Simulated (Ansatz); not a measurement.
# SiH2 (singlet): trial inputs and their diagnosis at distance Si1–H2 = 2.461 Å

5 inputs are run for SiH2 (singlet) as typed; the log has to tell whether the result can be used and what must change.

Method: the settings change from run to run; program: Ansatz 0.2.0, Gaussian basis.

15 further runs of the same task are left out: 2 for a mislabelled method, 8 that didn't finish, 5 set aside as unsound or not needed.

## Step 1: The system

The geometry derives from a PBE0/def2-TZVP stationary point (not a proven minimum). One bond is set to the value named and the two fragments are kept rigid.

3 atoms, charge 0, spin multiplicity 1.

Atoms are counted from 1 here; the program's logs count them from 0.

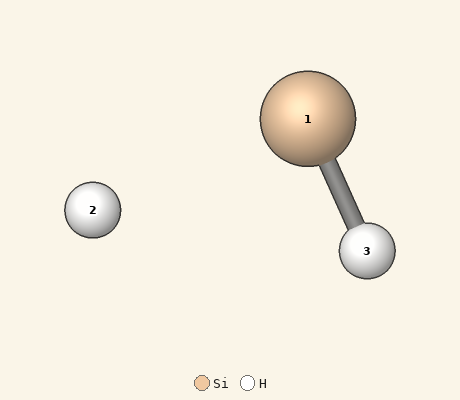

The structure; silicon light orange, hydrogen white; atoms are numbered from 1 in the order of the file.

## Step 2: Input 1

in.yaml

```yaml
crystal:
  periodic: [false, false, false]
  atoms:
    - {symbol: Si, position_ang: [0.000000, -0.093392, 0.022381]}
    - {symbol: H, position_ang: [0.000000, 1.628385, -1.736028]}
    - {symbol: H, position_ang: [0.000000, 0.973912, 1.112393]}
basis:
  gaussian: {orbitals: cc-pVDZ}
correlation: {method: fic_nevpt4_sd, electrons: outside_noble_gas, active_space: {window: {electrons: 2, orbitals: 2}, states: [{multiplicity: 1, weights: [1, 1, 1, 0.5]}]}}
```

Command:

```
$ ansatz run in.yaml --threads 1 --pin off --events-out ev --progress --plain --max-ram 2393MiB
```

Log:

```text
Functional definition: HF
  name "HF"
  cite "Fock, Z. Phys. 61, 126 (1930) doi:10.1007/BF01340294"
  parent pbe
  exchange = exact_x
  correlation = 0
502 factors; integrals over basis functions are off by at most 1.4e-7 eV
mean field evaluation 1: about -7888.6781 eV, gradient 9.9e0 eV
mean field evaluation 2: about -7888.6791 eV, gradient 9.9e0 eV
mean field evaluation 4: about -7889.3479 eV, gradient 8.2e-1 eV
mean field evaluation 8: about -7889.3550 eV, gradient 6.4e-4 eV
mean field -7889.35503103 eV, -289.9284497935 hartree, gradient 2.1e-6 eV, S^2 0.000000; 0 other end points of the search recorded, 0 dependent functions left out; unrestricted orbitals would lower it
reference -7889.35503103 eV, -289.9284497935 hartree; 8, 8 occupied and 20, 20 virtual orbitals, 502 factors
Error: 4 states are sought, and the space of determinants holds 3 states of this symmetry and spin
```

It took 0.21 s on 1 thread of Arm Neoverse V1, shared host.

Diagnosis: The run stopped with an error. It says: «4 states are sought, and the space of determinants holds 3 states of this symmetry and spin». Cure: ask for fewer states or enlarge the space.

## Step 3: Input 2

in.yaml

```yaml
crystal:
  periodic: [false, false, false]
  atoms:
    - {symbol: Si, position_ang: [0.000000, -0.093392, 0.022381]}
    - {symbol: H, position_ang: [0.000000, 1.628385, -1.736028]}
    - {symbol: H, position_ang: [0.000000, 0.973912, 1.112393]}
basis:
  gaussian: {orbitals: "6-31G*"}
correlation: {active_space: {window: {electrons: 2, orbitals: 2}, places: [1, 2]}}
scf: {lower_state_search: off}
```

Same command.

Log:

```text
Error: invalid value for `correlation.active_space`: name one of window, places and ras
```

Wall time 0.03 s (1 thread of Arm Neoverse V1, shared host).

**Diagnosis.** The run was refused. The active space is defined twice. Cure: keep one definition.

## Step 4: Input 3

in.yaml

```yaml
crystal:
  periodic: [false, false, false]
  atoms:
    - {symbol: Si, position_ang: [0.000000, -0.093392, 0.022381]}
    - {symbol: H, position_ang: [0.000000, 1.628385, -1.736028]}
    - {symbol: H, position_ang: [0.000000, 0.973912, 1.112393]}
basis:
  gaussian: {orbitals: 6-31G}
magnetization: {spin_polarized: false}
correlation: {method: mp2, frozen_orbitals: {Si: 9}}
scf: {lower_state_search: off}
```

Launched as before.

Log:

```text
Functional definition: HF
  name "HF"
  cite "Fock, Z. Phys. 61, 126 (1930) doi:10.1007/BF01340294"
  parent pbe
  exchange = exact_x
  correlation = 0
these checks for a lower state are left out or cut short: stability, starts, cluster_reference, orbital_swaps, neighbouring_geometries, increment
Error: "frozen_orbitals" has no count for H
```

Run time: 0.03 s. Hardware: 1 thread of Arm Neoverse V1, shared host.

What is wrong: The run was refused. The frozen-orbital counts are incomplete or too large. To mend it, leave frozen_orbitals out, or give each element a count that its core has.

## Step 5: Input 4

in.yaml

```yaml
crystal:
  periodic: [false, false, false]
  atoms:
    - {symbol: Si, position_ang: [0.000000, -0.093392, 0.022381]}
    - {symbol: H, position_ang: [0.000000, 1.628385, -1.736028]}
    - {symbol: H, position_ang: [0.000000, 0.973912, 1.112393]}
basis:
  gaussian: {orbitals: def2-SVPD}
correlation: {method: sc_nevpt2, electrons: outside_noble_gas, active_space: {window: {electrons: 2, orbitals: 2}, places: [1, 2]}}
```

Same command.

Log:

```text
Error: invalid value for `correlation.active_space`: name one of window, places and ras
```

It took 0.03 s on 1 thread of Arm Neoverse V1, shared host.

What is wrong: The run was refused. The active space is defined twice. Cure: keep one definition.

## Step 6: Input 5

in.yaml

```yaml
crystal:
  periodic: [false, false, false]
  atoms:
    - {symbol: Si, position_ang: [0.000000, -0.093392, 0.022381]}
    - {symbol: H, position_ang: [0.000000, 1.628385, -1.736028]}
    - {symbol: H, position_ang: [0.000000, 0.973912, 1.112393]}
basis:
  gaussian: {orbitals: "6-31G*"}
correlation: {method: fic_mrcisd_q, electrons: outside_noble_gas, active_space: {window: {electrons: 2, orbitals: 2}, states: [{multiplicity: 1, weights: [1, 1, 1, 1, 1, 1, 1, 1, 1, 1, 1, 1, 1, 1, 1, 1, 1, 1, 1, 1, 1, 1, 1, 1, 1, 1, 1, 1, 1, 1]}]}}
```

Launched as before.

Log:

```text
Functional definition: HF
  name "HF"
  cite "Fock, Z. Phys. 61, 126 (1930) doi:10.1007/BF01340294"
  parent pbe
  exchange = exact_x
  correlation = 0
382 factors; integrals over basis functions are off by at most 6.4e-8 eV
mean field evaluation 1: about -7888.1327 eV, gradient 9.4e0 eV
mean field evaluation 2: about -7888.1335 eV, gradient 9.4e0 eV
mean field evaluation 4: about -7888.7516 eV, gradient 7.8e-1 eV
mean field evaluation 8: about -7888.7579 eV, gradient 6.3e-4 eV
mean field -7888.75787861 eV, -289.9065048467 hartree, gradient 3.7e-6 eV, S^2 0.000000; 0 other end points of the search recorded, 0 dependent functions left out; unrestricted orbitals would lower it
reference -7888.75787861 eV, -289.9065048467 hartree; 8, 8 occupied and 15, 15 virtual orbitals, 382 factors
Error: 30 states are sought, and the space of determinants holds 3 states of this symmetry and spin
```

It took 0.15 s on 1 thread of Arm Neoverse V1, shared host.

What is wrong: The run stopped with an error. The list of states asked for (weights, spin or count) can't be met. Fix: mend what the message names.

## Step 7: How the runs ended

```tsv
input	level	ended	cause	time
1	NEVPT4(SD)(2,2)/cc-pVDZ	stopped by an error	4 states are sought, and the space of determinants holds 3 states of this symmetry and spin	0.21 s
2	CASSCF(2,2)/6-31G*	refused	the active space is defined twice	0.03 s
3	MP2 on RHF/6-31G	refused	the frozen-orbital counts are incomplete or too large	0.03 s
4	NEVPT2(2,2)/def2-SVPD	refused	the active space is defined twice	0.03 s
5	MRCISD+Q(2,2)/6-31G*	stopped by an error	the list of states asked for (weights, spin or count) can't be met	0.15 s
```

2 stopped by an error, 3 refused.
